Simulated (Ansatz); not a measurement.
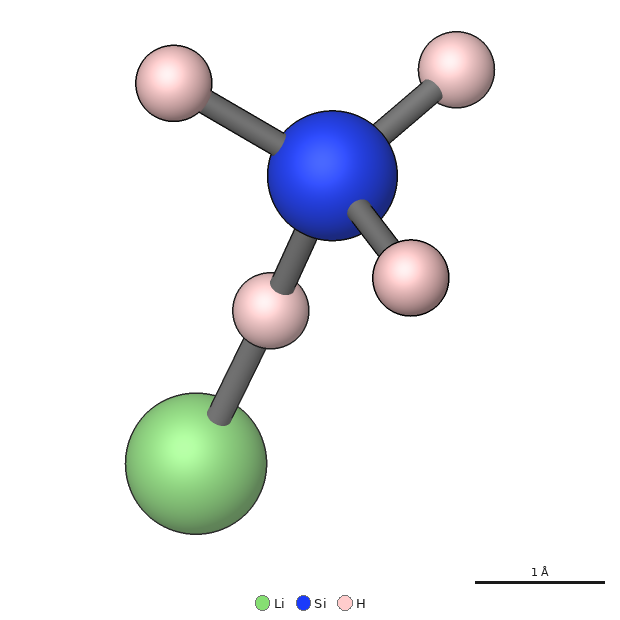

Ball-and-stick drawing of a structure. Every bond is drawn as one stick, whatever its order.

The species has charge +1 and is a spin singlet. Computed geometry: PBE0-D4/def2-TZVP optimisation.

Which formula does it have?

Answer. H₄LiSi⁺, 6 atoms: 4 hydrogen, 1 lithium and 1 silicon.

Count the bonded pairs by element.

Answer. 4 Si–H, 1 Li–H. Sticks follow a distance rule.

More results for the same structure follow; atom numbers are the same in all pictures, views and colours differ.

**Geometry**

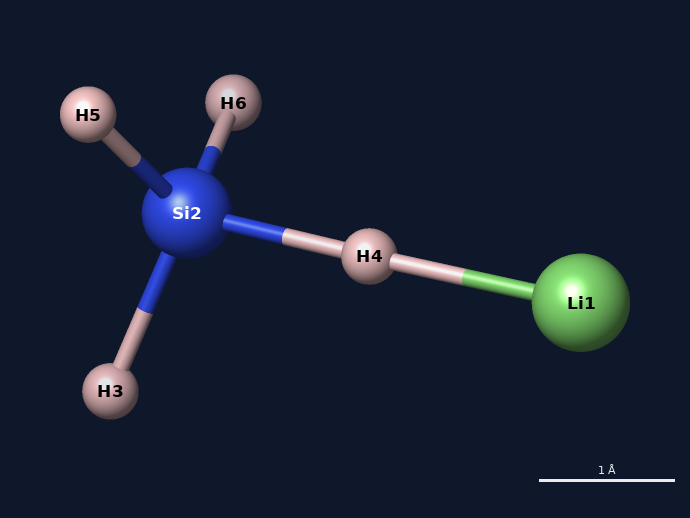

Numbered structure.

Describe the coordination of atom 2.

Answer. Si2 has 4 neighbours (H3 at 1.48, H4 at 1.53, H5 at 1.48, H6 at 1.48 Å); the arrangement is tetrahedral.

Which bond is the longest?

Answer. Li1–H4, 1.759 Å.

**Electronic properties**

Properties computed with RKS PBE0-D4/def2-TZVPPD (Ansatz 0.2.0).

Give the HOMO energy (Kohn–Sham orbital) at this level.

Answer. −14.37 eV.

Give the HOMO–LUMO gap at this level.

Answer. 8.67 eV.

**Charges**

The questions are on Mulliken charges. Properties computed with RKS PBE0-D4/def2-TZVP (Ansatz 0.2.0).

List the Mulliken charges.

| atom | value (e) |
| --- | --- |
| Li1 | 0.96 |
| Si2 | 0.31 |
| H3 | 0.06 |
| H4 | −0.44 |
| H5 | 0.06 |
| H6 | 0.06 |

**Thermal motion**

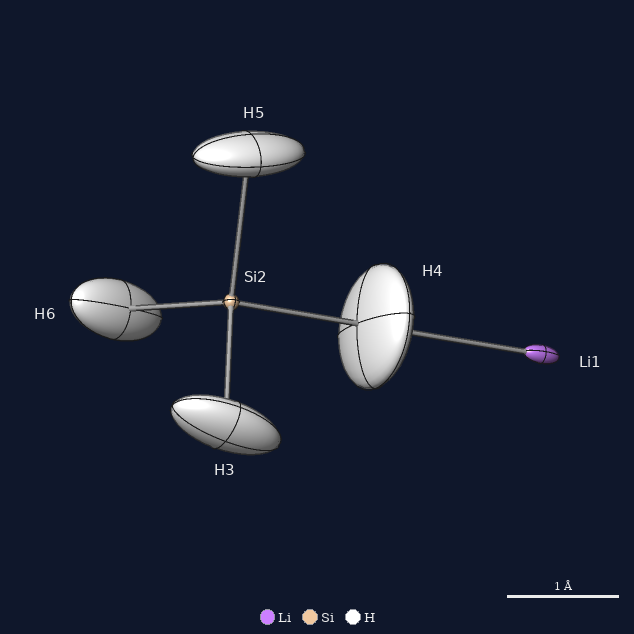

Displacement ellipsoids at the 50 % level, enlarged 1.5 times, from the internal vibrations of the free molecule (harmonic, no overall translation or rotation; no half-axis is drawn under 0.075 Å). Vibrations computed with RKS PBE0-D4/def2-TZVP (Ansatz 0.2.0). Temperature: 0 K (zero-point motion alone).

Which atom moves most?

Answer. H4, with U_eq = 0.0435 Å².

Does H6 move more along its bond or across it?

Answer. Across it: the root-mean-square amplitude is 0.084 Å along the bond and up to 0.237 Å across, since bending and torsion are softer than stretching.

List U_eq and the three principal root-mean-square amplitudes for each kind of atom. Atoms whose distances differ by more than 0.02 Å in this geometry are listed apart.

```json
{"atom": "Li1", "U_eq (Å²)": "0.0030", "rms amplitudes (Å)": "0.037, 0.037, 0.079"}
{"atom": "Si2", "U_eq (Å²)": "0.00019", "rms amplitudes (Å)": "0.010, 0.010, 0.019"}
{"atom": "H3, H5", "U_eq (Å²)": "0.0255", "rms amplitudes (Å)": "0.084, 0.118, 0.236"}
{"atom": "H4", "U_eq (Å²)": "0.0435", "rms amplitudes (Å)": "0.087, 0.247, 0.249"}
{"atom": "H6", "U_eq (Å²)": "0.0258", "rms amplitudes (Å)": "0.084, 0.118, 0.237"}
```

**Vibrations**

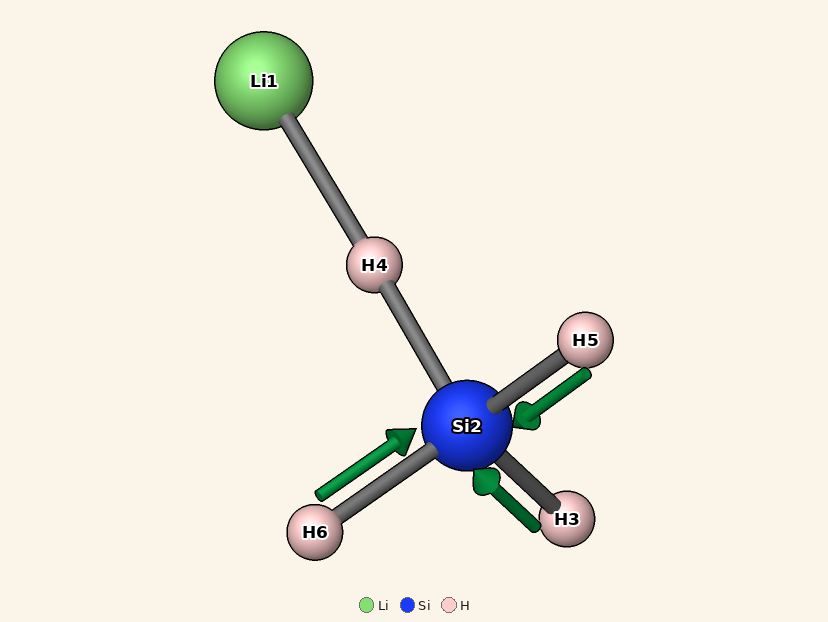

The arrows show one normal mode. Harmonic vibrations computed with RKS PBE0-D4/def2-TZVP (Ansatz 0.2.0) at a stationary point of the same level.

Describe the motion.

Answer. Mostly in-phase stretching of 3 Si–H bonds.

At what wavenumber does it lie?

Answer. 2276 cm⁻¹; it is mode 10 of 12 counted from the lowest.

Mulliken values depend strongly on the basis set and can even reverse the polarity of a bond.
